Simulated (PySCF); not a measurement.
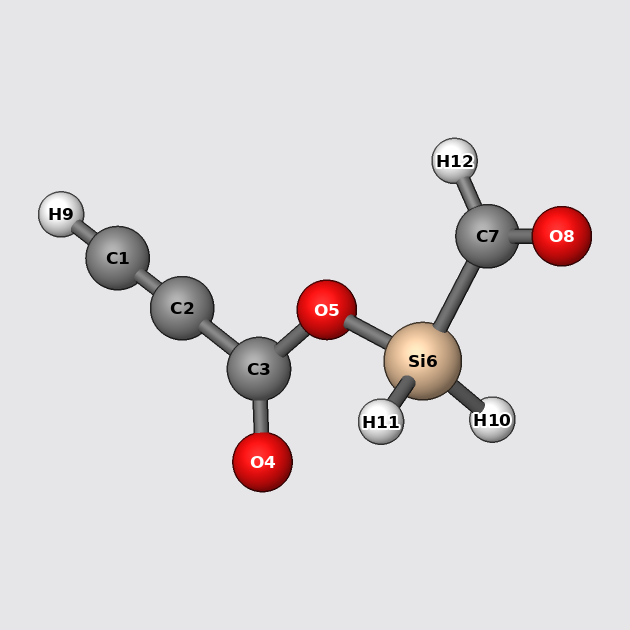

Computed geometry: GFN2-xTB optimisation. No frequency run is at hand to confirm it as a minimum. Method: GIAO PBE0/pcSseg-1 NMR shielding, non-relativistic, gas phase (PySCF 2.14.0). Principal shieldings σ11 ≤ σ22 ≤ σ33, span Ω = σ33 − σ11, skew κ = 3(σiso − σ22)/Ω.

Which C atom has the most anisotropic shielding?

Answer. C2, with a span of 285 ppm.

Give the shielding tensors of the C atoms.

| atom | σ11 | σ22 | σ33 | σiso | Ω | κ |
| --- | --- | --- | --- | --- | --- | --- |
| C1 | 27.2 | 46.9 | 232.0 | 102.0 | 204.8 | 0.81 |
| C2 | 7.9 | 22.9 | 292.7 | 107.8 | 284.9 | 0.89 |
| C3 | −73.3 | 78.0 | 82.3 | 29.0 | 155.6 | −0.95 |
| C7 | −171.2 | −93.1 | 84.8 | −59.8 | 256.0 | 0.39 |

Shieldings and span in ppm.

The geometry is semi-empirical. Around Si such bond lengths and angles can be off by a tenth of an ångström or more and by several degrees, and values that hang on the shape move with them.
